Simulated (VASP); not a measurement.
Band structure of MoSe2 (2H layered). These are PBE GGA with D3 dispersion (zero damping), VASP's PBE PAW potentials (set 64) (plane waves; VASP) values and carry that method's errors.

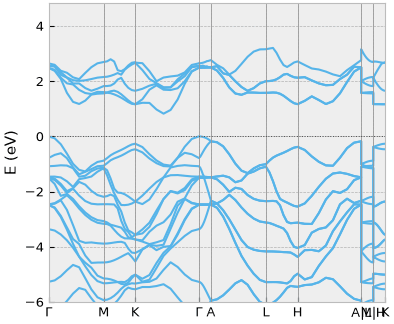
*Bands along high-symmetry lines, zero at the valence-band maximum or, without a gap, the Fermi level*

Read the plot: is there a gap, and where are the band edges?

The gap is indirect, 0.82 eV, from the valence maximum at Γ to the conduction minimum at K-Γ at 0.44. (Edges off the drawn lines would not show.)

Measured: gap 1.09 eV (computed value off by -0.27 eV), as given by Li et al., (2013), arXiv:1302.0733.

The compound is MoSe2 in the 2H layered structure. It was relaxed first.
